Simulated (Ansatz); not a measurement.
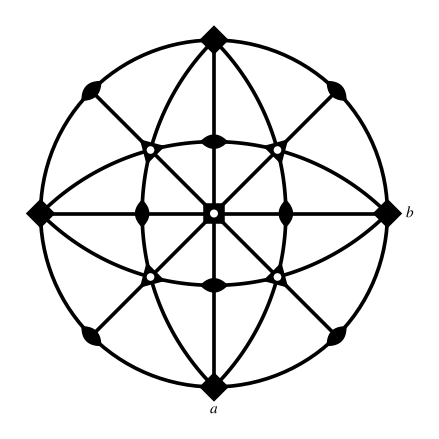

Stereographic projection: heavy lines are mirror planes (a heavy rim: a mirror in the plane of the page); lens, triangle, square and hexagon are 2-, 3-, 4- and 6-fold axes, a lens in an open square is −4, a triangle in an open hexagon −6; thin dashed diameters join the ends of axes that lie in the page; a small open circle marks inversion. The c axis points at the viewer. Computed from the symmetry operations of a computed or model structure of composition Ni.

**Which point group is this?**

m-3m (Oh), order 48, cubic system: three fourfold axes, four threefold axes, six twofold axes, nine mirror planes, an inversion centre.

**Can such a crystal be piezoelectric, pyroelectric or chiral?**

It is centrosymmetric, so neither piezoelectric nor pyroelectric; it is not chiral.
